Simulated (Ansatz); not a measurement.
# triplet CH7BSi2: levels of theory compared

Wanted: a comparison of 5 runs (U-r2SCAN/6-31G*, U-wB97M-V/6-31G*, UB2PLYP/6-31G*, UB3LYP/6-31G*, UBCCD(T)/6-31G*) of triplet CH7BSi2. 

The results are computed with Ansatz 0.2.0.

75 further runs of the same task are left out: 75 set aside as unsound or not needed.

## 1. The structure to begin with

The species is CH7BSi2 (11 atoms), meant as a triplet with charge 0. As SMILES of the parent species, `CB1[SiH2][SiH2]1`. The coordinates come from a PBE0-D4/def2-TZVP relaxation. That shape belongs to the parent species and isn't relaxed for this state.

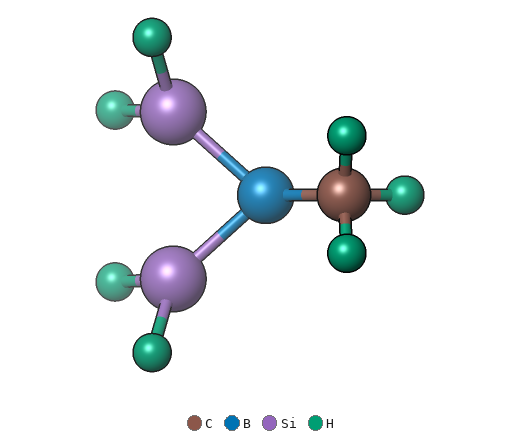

The structure, seen from a chosen angle (carbon brown, boron blue, silicon purple, hydrogen teal).

## 2. A single-point energy at U-r2SCAN/6-31G(d) (spherical functions) (run 1)

molecule.yaml reads:

```yaml
crystal:
  periodic: [false, false, false]
  atoms:
    - {symbol: C, position_ang: [-0.263900, 1.793500, 0.099500]}
    - {symbol: B, position_ang: [-0.450600, 0.243000, -0.016600]}
    - {symbol: Si, position_ang: [0.018800, -1.148600, 1.199400]}
    - {symbol: Si, position_ang: [0.210300, -0.982900, -1.318800]}
    - {symbol: H, position_ang: [0.165600, 2.121800, 1.048800]}
    - {symbol: H, position_ang: [-1.271300, 2.229100, 0.051100]}
    - {symbol: H, position_ang: [0.301000, 2.238000, -0.723000]}
    - {symbol: H, position_ang: [-0.479200, -2.541300, 1.107000]}
    - {symbol: H, position_ang: [0.876900, -0.975400, 2.403900]}
    - {symbol: H, position_ang: [1.239000, -0.662800, -2.346600]}
    - {symbol: H, position_ang: [-0.281200, -2.371200, -1.484200]}
basis:
  gaussian: {orbitals: 6-31G_st_-spherical.json}
hamiltonian: {xc: r2scan}
output: {orbitals: {seedname: orbitals}}
magnetization: {spin_polarized: true, initial_magnetization: 2}
accuracy: high
```

The basis set 6-31G* is read from a file made from the Basis Set Exchange's data (not shown).

On the command line:

```
$ ansatz run molecule.yaml --threads 1 --pin off --max-ram 3480MiB --events-out events.jsonl --progress --plain --runs-dir runs
```

The log of the run:

```text
Warning: RAYON_NUM_THREADS=1 ignored (pool sized by the plan → 1); use --threads N
Functional definition: r2SCAN
  name "r2SCAN"
  parameter k0 = 0.174
  parameter k1 = 0.065
  parameter a1 = 4.9479
  exchange = r2scan_x(k0 = k0, k1 = k1, a1 = a1)
  correlation = r2scan_c
1868 factors; integrals over basis functions are off by at most 3.4e-9 eV
mean field evaluation 1: about -17567.7684 eV, gradient 3.4e1 eV
mean field evaluation 2: about -17539.2505 eV, gradient 6.5e1 eV
mean field evaluation 4: about -17574.0544 eV, gradient 3.8e0 eV
mean field evaluation 8: about -17574.1333 eV, gradient 1.6e-1 eV
mean field evaluation 16: about -17574.1336 eV, gradient 7.3e-4 eV
mean field evaluation 32: about -17574.1336 eV, gradient 4.5e-7 eV
mean field evaluation 64: about -17574.1183 eV, gradient 4.7e-1 eV
mean field -17574.13363704 eV, -645.8374989855 hartree, gradient 8.0e-8 eV, S^2 2.012980; 7 other end points of the search recorded, 0 dependent functions left out
reference -17574.13363988 eV, -645.8374990900 hartree; 24, 22 occupied and 54, 56 virtual orbitals, 1868 factors
Total energy: -17574.13363988 eV, -645.8374990900 hartree
```

Wall time 69 s (1 thread of Arm Neoverse V1, shared host); peak memory 0.46 GiB.

## 3. A single-point energy at U-wB97M-V/6-31G(d) (spherical functions) (run 2)

in.yaml reads:

```yaml
crystal:
  periodic: [false, false, false]
  atoms:
    - {symbol: C, position_ang: [-0.263900, 1.793500, 0.099500]}
    - {symbol: B, position_ang: [-0.450600, 0.243000, -0.016600]}
    - {symbol: Si, position_ang: [0.018800, -1.148600, 1.199400]}
    - {symbol: Si, position_ang: [0.210300, -0.982900, -1.318800]}
    - {symbol: H, position_ang: [0.165600, 2.121800, 1.048800]}
    - {symbol: H, position_ang: [-1.271300, 2.229100, 0.051100]}
    - {symbol: H, position_ang: [0.301000, 2.238000, -0.723000]}
    - {symbol: H, position_ang: [-0.479200, -2.541300, 1.107000]}
    - {symbol: H, position_ang: [0.876900, -0.975400, 2.403900]}
    - {symbol: H, position_ang: [1.239000, -0.662800, -2.346600]}
    - {symbol: H, position_ang: [-0.281200, -2.371200, -1.484200]}
basis:
  gaussian: {orbitals: 6-31G_st_-spherical.json}
output: {orbitals: {seedname: orbitals}}
hamiltonian: {xc: {name: wB97M-V}}
total_charge: 0
accuracy: high
magnetization: {spin_polarized: true, initial_magnetization: 2}
```

The basis set 6-31G* is read from a file made from the Basis Set Exchange's data (not shown).

On the command line:

```
$ ansatz run in.yaml --threads 1 --pin off --max-ram 3480MiB --events-out events.jsonl --progress --plain --runs-dir runs
```

The log of the run, cut to the lines that bear on the results:

```text
Warning: RAYON_NUM_THREADS=1 ignored (pool sized by the plan → 1); use --threads N
Functional definition: wB97M-V
  name "wB97M-V"
[...]
  gx(w, u) = 1 - cx + cx01*u + cx10*w
  gss(w, u) = css00 + css04*u^4 + css10*w + css20*w^2 + css43*w^4*u^3
  gos(w, u) = cos00 + cos10*w + (cos20 + cos21*u)*w^2 + (cos60 + cos61*u)*w^6
[...]
      + integral(e_c_pw_mod_opposite_spin*gos(b97_w_opposite, b97_u_opposite)) + vv10(b, c)
1868 factors; integrals over basis functions are off by at most 3.4e-9 eV
420 factors; integrals over basis functions are off by at most 2.4e-9 eV
[...]
mean field -17573.92320258 eV, -645.8297656618 hartree, gradient 7.2e-8 eV, S^2 2.006875; 4 other end points of the search recorded, 0 dependent functions left out
reference -17573.92320751 eV, -645.8297658430 hartree; 24, 22 occupied and 54, 56 virtual orbitals, 1868 factors
Total energy: -17573.92320751 eV, -645.8297658430 hartree
```

Wall time 5 min (1 thread of Arm Neoverse V1, shared host); peak memory 1.1 GiB.

Runs 3 to 4 aren't shown in full; the table further down has their settings and results.

## 4. The energy at UBCCD(T)/6-31G(d) (spherical functions) (run 5)

job.yaml reads:

```yaml
crystal:
  periodic: [false, false, false]
  atoms:
    - symbol: C
      position_ang: [-0.263900, 1.793500, 0.099500]
    - symbol: B
      position_ang: [-0.450600, 0.243000, -0.016600]
    - symbol: Si
      position_ang: [0.018800, -1.148600, 1.199400]
    - symbol: Si
      position_ang: [0.210300, -0.982900, -1.318800]
    - symbol: H
      position_ang: [0.165600, 2.121800, 1.048800]
    - symbol: H
      position_ang: [-1.271300, 2.229100, 0.051100]
    - symbol: H
      position_ang: [0.301000, 2.238000, -0.723000]
    - symbol: H
      position_ang: [-0.479200, -2.541300, 1.107000]
    - symbol: H
      position_ang: [0.876900, -0.975400, 2.403900]
    - symbol: H
      position_ang: [1.239000, -0.662800, -2.346600]
    - symbol: H
      position_ang: [-0.281200, -2.371200, -1.484200]
basis:
  gaussian:
    orbitals: 6-31G_st_-spherical.json
magnetization:
  spin_polarized: true
  initial_magnetization: 2
correlation:
  method: bccd_t
  frozen_orbitals: {B: 1, C: 1, H: 0, Si: 5}
accuracy: high
scf:
  omitted_lower_state_checks: [cluster_reference, increment]
```

The basis set 6-31G* is read from a file made from the Basis Set Exchange's data (not shown).

On the command line:

```
$ ansatz run job.yaml --threads 1 --pin off --max-ram 3480MiB --events-out events.jsonl --progress --plain --runs-dir runs
```

The log of the run, cut to the lines that bear on the results:

```text
Warning: RAYON_NUM_THREADS=1 ignored (pool sized by the plan → 1); use --threads N
Functional definition: HF
  name "HF"
[...]
1868 factors; integrals over basis functions are off by at most 3.4e-9 eV
[...]
mean field -17531.46542156 eV, -644.2694709881 hartree, gradient 2.4e-8 eV, S^2 2.024499; 7 other end points of the search recorded, 0 dependent functions left out
12 core orbitals not correlated: weight in the atoms' cores, before any rotation towards them, 1.000 or more for the frozen orbitals, at most 0.000 for the correlated occupied ones
reference -17531.46542156 eV, -644.2694709881 hartree; 12, 10 occupied and 54, 56 virtual orbitals, 1868 factors
second order -9.66589042 eV of doubles, -0.00000000 eV of singles
cycle   1  -10.77088456 eV  change    -1.1e0 eV  update   9.4e-2
[...]
cycle  40  -11.26349563 eV  change   2.9e-10 eV  update   2.1e-9
perturbative correction -0.41603185 eV, -0.0152888886 hartree
Total energy: -17543.14494904 eV, -644.6986857064 hartree
Checks for a lower state left out: cluster_reference, increment
```

It took 65 s on 1 thread of Arm Neoverse V1, shared host; peak memory 0.82 GiB.

## 5. The series

```
run                                   level  frozen core orbitals  Cartesian functions  energy (Eh)  HOMO energy (eV)   ⟨S²⟩  wall time
  1   U-r2SCAN/6-31G* (spherical functions)                     –                   no  -645.837499             -2.93  2.013       69 s
  2  U-wB97M-V/6-31G* (spherical functions)                     –                   no  -645.829766             -5.25  2.007      5 min
  3    UB2PLYP/6-31G* (spherical functions)                    12                   no  -645.560271             -4.19  2.012       34 s
  4     UB3LYP/6-31G* (Cartesian functions)                     –                  yes  -645.980118             -3.27  2.006       38 s
  5   UBCCD(T)/6-31G* (spherical functions)                    12                   no  -644.698686                 –  2.024       65 s
```

## 6. Summary of results

```
                                           quantity          value
                                run 5: total energy  -644.69869 Eh
run 5: correlation energy (12 core orbitals frozen)     -429.2 mEh
                              run 5: (T) correction     -15.29 mEh
           run 5: ⟨S²⟩ of the reference determinant          2.024
```

**Reading.** Totals of different functionals can't be ranked against each other. All runs together took 8.5 min, the longest 5 min.
